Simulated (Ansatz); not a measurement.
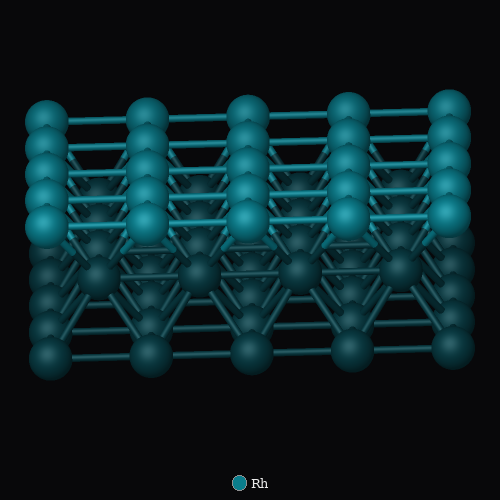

The system is O on a Rh(100) slab cut from the Fm-3m phase, its upper half relaxed before the scan (12 atoms of substrate and one adsorbate in a 2 × 2 cell); the picture shows it without the atoms that are moved over the map. O is moved over the surface cell; relaxed at each place: the height of the adsorbate's atoms; substrate rigid; the origin of the map has the adsorbate above Rh9. Places are given modulo a cell vector. The map is drawn in real space over the plane of the surface. The grid has 6 × 6 points; 10 points were computed and 26 follow by symmetry. Places are given in fractions of the 1 × 1 surface cell. Energies: eV, counted from the lowest grid point. The runs have no spin polarisation; a magnetic state may lie lower. All numbers below come from DFT PBE, scalar-relativistic, plane waves, PAW (Ansatz). Settings: cutoff 420 eV, k-mesh 5×5×1, gaussian smearing 0.1 eV, no spin polarisation.

Range: position of O13 along the first surface vector from 0.000 to 0.833; position of O13 along the second surface vector from 0.000 to 0.833.

What landscape does the calculation give?

Answer. The lowest grid point is at a fourfold hollow over a second-layer Rh atom, (3/6, 3/6) of the cell vectors. The highest grid point, the top site over a surface Rh atom, (0/6, 0/6) of the cell vectors, lies 0.92 eV above the lowest. On the interpolated surface the easiest way out of the lowest well to its copy in the next cell or period passes a barrier of about 0.18 eV. At the lowest point the adsorbate has 4 Rh at 2.17 Å as nearest neighbours, at the highest 1 Rh at 1.75 Å. Its relaxed height above the top atom is 1.02 Å at the lowest and 1.75 Å at the highest point.

```tsv
second ↓, first →	0/6	1/6	2/6	3/6	4/6	5/6
5/6	0.89	0.85	0.59	0.16	0.59	0.85
4/6	0.63	0.59	0.37	0.07	0.37	0.59
3/6	0.18	0.16	0.07	0.00	0.07	0.16
2/6	0.63	0.59	0.37	0.07	0.37	0.59
1/6	0.89	0.85	0.59	0.16	0.59	0.85
0/6	0.92	0.89	0.63	0.18	0.63	0.89
```

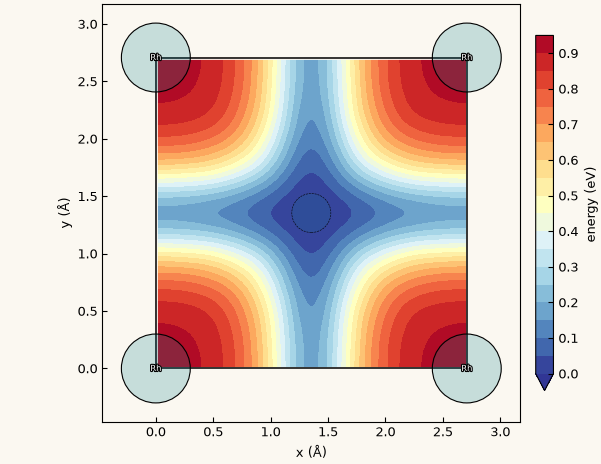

Drawn: filled contours, labelled circles for the atoms of the top layer and small ones for the second layer, the outline of one cell of the plane. Between grid points the surface is interpolated.

The whole map (10 points run) took 19 min on 4 threads of Arm Neoverse N1 (shared host).

PAW datasets: the set soft_1.
